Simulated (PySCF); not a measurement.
H7NSi2, SMILES `[SiH3]N[SiH3]`.

Method: ωB97X/def2-TZVP; geometry: GFN2-xTB; program: PySCF. No frequency check shows the geometry to be a minimum. A basis without diffuse functions makes polarisabilities too small.

Cartesian coordinates (Å):

```
Si1     -1.5618    0.1386   -0.0043
N2      -0.0001   -0.6082    0.0473
Si3      1.5618    0.1386   -0.0043
H4      -2.5164   -0.9183    0.3325
H5      -1.8640    0.6847   -1.3336
H6      -1.5550    1.2176    0.9802
H7      -0.0000   -1.5919   -0.1684
H8       2.5164   -0.9183    0.3325
H9       1.5551    1.2176    0.9802
H10      1.8640    0.6847   -1.3336
```

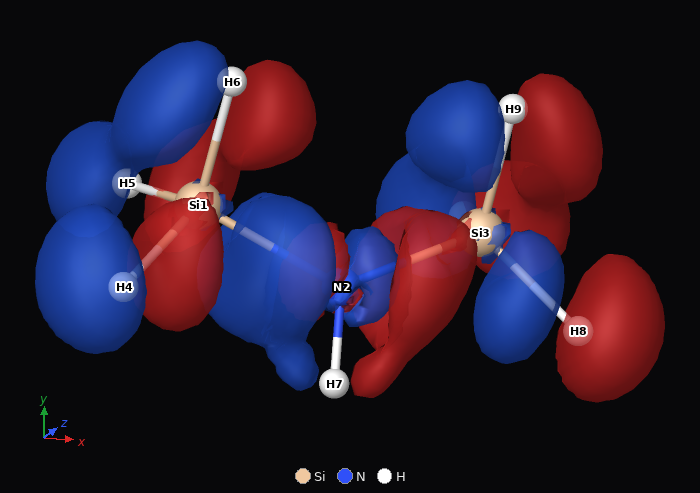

Change of the electron density in a uniform field of 0.21 V/Å, surfaces at ±0.002 e/Å³ (blue: gain, red: loss).

**Along which Cartesian direction does the field point?**

Along +x: electrons gather on the −x side, against the field.

**How large is the response?**

The induced dipole is 0.66 D (along the field); α along this axis, from the fields in both directions, is 65 bohr³ (9.6 Å³).

**Which atoms gain and lose the most charge?**

Electrons gather most on H4 (Hirshfeld charge changes by −0.008 e) and leave H8 most (+0.008 e); 0.060 electrons are displaced in all.

Cost of the run: 41 s on 1 thread of Arm Neoverse V1, with other jobs on the host, peak memory 0.71 GiB.
